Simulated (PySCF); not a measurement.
SMILES O[Si](O)(O)/C=C/[SiH3] at its GFN2-xTB optimised geometry (Å):

```
15

Si     1.0721    -2.0597     0.0000
C      0.4514    -0.2859     0.0000
C     -0.3285     0.2651    -0.9286
Si    -0.9355     2.0532    -0.9206
O     -0.6257     2.7630     0.5114
O     -0.2030     2.9302    -2.0826
O     -2.5394     2.1170    -1.1947
H      0.5789    -2.7630    -1.1859
H      0.5986    -2.7395     1.2111
H      2.5394    -2.0597     0.0000
H      0.7590     0.3400     0.8317
H     -0.6352    -0.3587    -1.7612
H     -1.2061     2.5842     1.2446
H      0.6804     3.2498    -1.9277
H     -2.8484     2.1414    -2.0946
```

Method: PBE0/def2-TZVP run with PySCF 2.14.0. Cells within 0.4 Å of a nucleus heavier than hydrogen are left out (blank, or x).

Map of the Laplacian of the electron density (e/bohr⁵), clipped to [-1.50, 1.50] on the plane z = 0.6 Å:

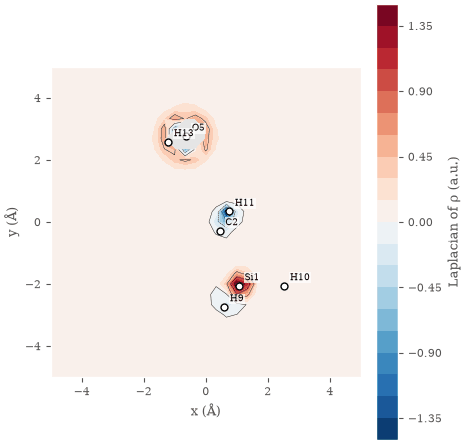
Figure. Laplacian of the electron density (e/bohr⁵), clipped to [-1.50, 1.50] on the plane z = 0.6 Å.
